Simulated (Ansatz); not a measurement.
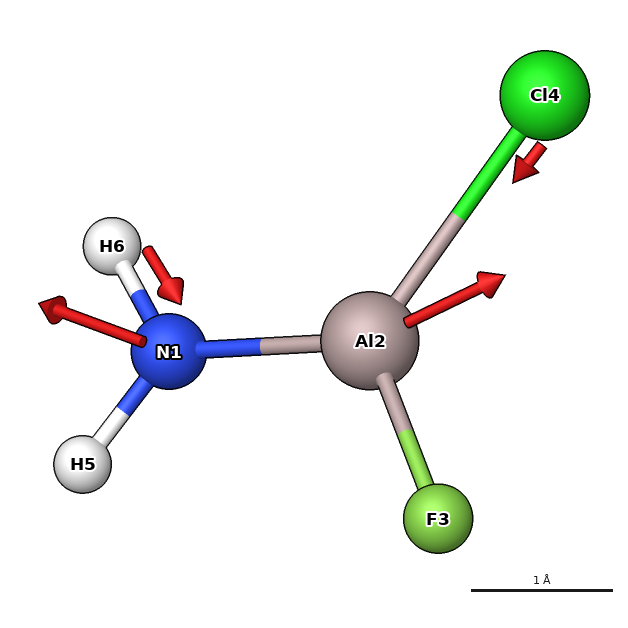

Arrows show the forces on the atoms, 0.4 Å of arrow for 1 eV/Å; forces under a tenth of the largest aren't drawn. Level of theory: ωB97M-V/def2-TZVPP (Ansatz 0.2.0).

> On which atom is the force largest, and how large is it?

On N1: 2.51 eV/Å.

> Along which bond is the force strongest?

N1–Al2, now 1.698 Å: the forces push its atoms apart, so a first step downhill lengthens it.

List the force components in the frame of the picture (x right, y up, z towards the viewer), in eV/Å.

| atom | Fx | Fy | Fz |
| --- | --- | --- | --- |
| N1 | −1.87 | 0.69 | −1.51 |
| Al2 | 1.77 | 0.86 | 0.87 |
| F3 | −0.06 | −0.03 | −0.06 |
| Cl4 | −0.54 | −0.70 | −0.08 |
| H5 | 0.09 | 0.16 | −0.05 |
| H6 | 0.61 | −0.99 | 0.82 |
